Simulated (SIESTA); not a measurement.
Band structure of Be₃Rh (P6_3/mmc, 8 atoms in the cell).

```xyz
8
Lattice="4.7988 0.0000 0.0000 -2.3994 4.1559 0.0000 0.0000 0.0000 3.7355" Properties=species:S:1:pos:R:3 pbc="T T T"
Be     0.0000     1.3312     0.9339
Be     2.3994     2.8247     2.8016
Be     3.6460     0.6656     2.8016
Be    -1.2466     3.4903     0.9339
Be     1.2466     3.4903     0.9339
Be     1.1528     0.6656     2.8016
Rh     0.0000     2.7706     2.8016
Rh     2.3994     1.3853     0.9339
```

Method of the run: LDA PW92, numerical atomic orbitals DZP, PseudoDojo LDA standard norm-conserving potentials (rewritten from UPF to PSML) (SIESTA).

Settings: XC.functional = LDA; XC.authors = PW92; potentials = PseudoDojo LDA standard; PAO.BasisSize = DZP; PAO.EnergyShift = 0.01 Ry; MeshCutoff = 300 Ry; kgrid.MonkhorstPack = 11 11 12; OccupationFunction = FD; ElectronicTemperature = 1160.45 K; PAO.Polarization.NonPerturbative = true; MaxSCFIterations = 150; SCF.Mixer.Method = Pulay; SCF.Mixer.Weight = 0.1; SCF.Mixer.History = 6.

The starting cell comes from a database of computed structures (which also holds hypothetical and non-ambient phases and stackings), without a prior relaxation at this level. Its lattice was rescaled by a random factor within 2.5 % of one. Spin polarisation is off. Values carry the incompleteness of an atom-centred basis.

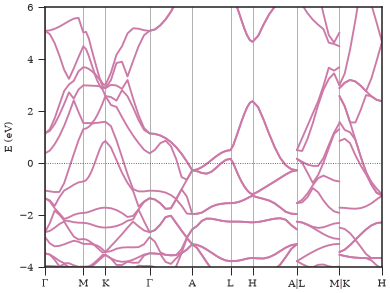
Bands along the path, energies from the Fermi level.

Levels in eV from the Fermi level, bands 26 to 31:
```json
[
 {"point": "Γ", "26": "-2.66", "27": "-1.35", "28": "-1.35", "29": "-1.06", "30": "0.37", "31": "1.14"},
 {"point": "M", "26": "-2.30", "27": "-1.92", "28": "-0.71", "29": "1.31", "30": "1.54", "31": "2.99"},
 {"point": "K", "26": "-2.48", "27": "-1.72", "28": "0.85", "29": "1.59", "30": "2.58", "31": "2.58"},
 {"point": "A", "26": "-2.55", "27": "-1.96", "28": "-1.96", "29": "-0.28", "30": "-0.28", "31": "-0.28"},
 {"point": "L", "26": "-2.26", "27": "-1.54", "28": "-1.54", "29": "0.16", "30": "0.16", "31": "0.50"},
 {"point": "H", "26": "-2.28", "27": "-1.26", "28": "-1.26", "29": "-1.21", "30": "-1.21", "31": "2.38"}
]
```

Bands cross the Fermi level along this path, so the cell is metallic at this level.

Higher empty bands are left out: an atom-centred basis made for the valence describes them poorly.
